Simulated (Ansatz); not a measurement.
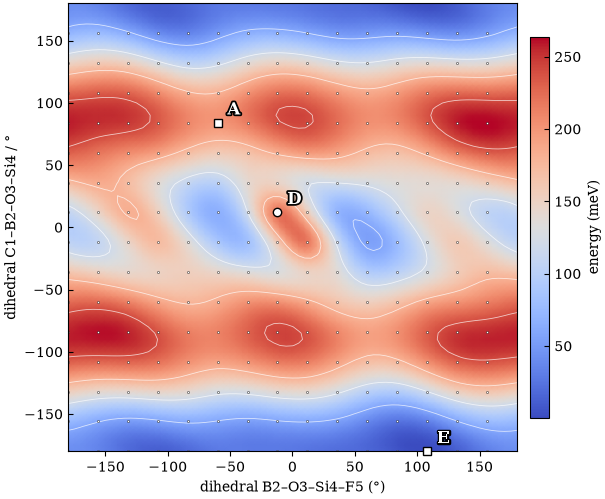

CH6BFOSi, SMILES CBO[SiH2]F. 
- Coordinates scanned: (1) dihedral B2–O3–Si4–F5; (2) dihedral C1–B2–O3–Si4.
- Nothing is relaxed (all other coordinates rigid).
- The grid has 15 × 15 points.
- Points are written as (first, second).
- Energies: meV, counted from the relaxed molecule at the same level.
- Method: Ansatz, RKS r2SCAN-D4/def2-SVP.

In the figure: a smooth colour map with a few white contour lines, dots at the grid points, lettered points. Between grid points the surface is interpolated.

> Is A the lowest point of the computed grid?

No. A lies 199 meV above the lowest grid point, which is at (108°, −180°).

> What kind of point is each of A, D, E: minimum, saddle, maximum or slope?

A: saddle point; D: maximum; E: minimum. (In these two coordinates alone; a stationary point may lie a little off the grid point.)

> Rank the lettered points by energy, lowest first.

E (0.8 meV), A (200 meV), D (220 meV).
